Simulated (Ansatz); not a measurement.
# BH3OS: a nudged elastic band, and a look at its input

Aim: a nudged elastic band from the structure below. Read the input with care, then see what the program makes of it. The step meant is a 1,2-elimination at charge 0 and multiplicity 1, which changes S2–H4, B1–S2, O3–H4.

Computed with Ansatz 0.2.0, Gaussian basis. Level: PBE0-D4/def2-SVP.

## 1. The structure

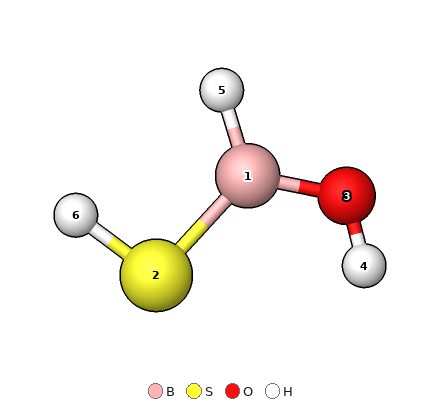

The start (boron pink, sulfur yellow, oxygen red, hydrogen white).

```
B    -0.20495    0.32960   -0.09722
S     0.76537   -0.88071    0.84091
O    -0.56680    0.09989   -1.37850
H    -0.27383   -0.73951   -1.74399
H    -0.54319    1.35732    0.40501
H     0.82350   -0.16650    1.97369
```

## 2. The run

Input file run/in.yaml:

```yaml
crystal:
  periodic: [false, false, false]
  atoms:
    - {symbol: B, position_ang: [-0.204950, 0.329602, -0.097219]}
    - {symbol: S, position_ang: [0.765369, -0.880710, 0.840910]}
    - {symbol: O, position_ang: [-0.566799, 0.099893, -1.378499]}
    - {symbol: H, position_ang: [-0.273833, -0.739506, -1.743986]}
    - {symbol: H, position_ang: [-0.543188, 1.357323, 0.405007]}
    - {symbol: H, position_ang: [0.823501, -0.166502, 1.973686]}
basis:
  gaussian: {orbitals: def2-SVP}
hamiltonian: {xc: pbe0, dispersion: d4}
neb:
  images: 5
  climbing: true
  max_iterations: 30
  initial_path: idpp
  final_atoms:
    - {symbol: B, position_ang: [-0.830826, 1.164869, -0.638805]}
    - {symbol: S, position_ang: [1.373536, -0.863342, 0.771761]}
    - {symbol: O, position_ang: [-1.266573, 0.307049, -1.357277]}
    - {symbol: H, position_ang: [0.785214, -1.304027, -0.351641]}
    - {symbol: H, position_ang: [-0.445562, 2.041688, 0.036795]}
```

The run is started by

```
$ ansatz run in.yaml --threads 2 --pin off --events-out ev --progress --plain --max-ram 4352MiB
```

Standard output:

```text
Error: invalid value for `neb.final_atoms`: lists 5 atoms but crystal.atoms has 6 — the final endpoint must contain the same atoms in the same order
```

Wall time 0.05 s (2 threads of Arm Neoverse V2, shared host).

## 3. What is wrong

The program refused the input before any work.

The final structure lists one atom fewer than the first.

Remedy: list every atom in final_atoms.

## 4. What came out

```
quantity              value
this run            refused
   fault  end lacks an atom
```

**Reading.** The final structure lists one atom fewer than the first.

For comparison, these settings ran to the end on the same system (20 iterations):

```yaml
hamiltonian: {xc: pbe0, dispersion: d4}
neb:
  images: 5
  climbing: true
  max_iterations: 40
  initial_path: idpp
```
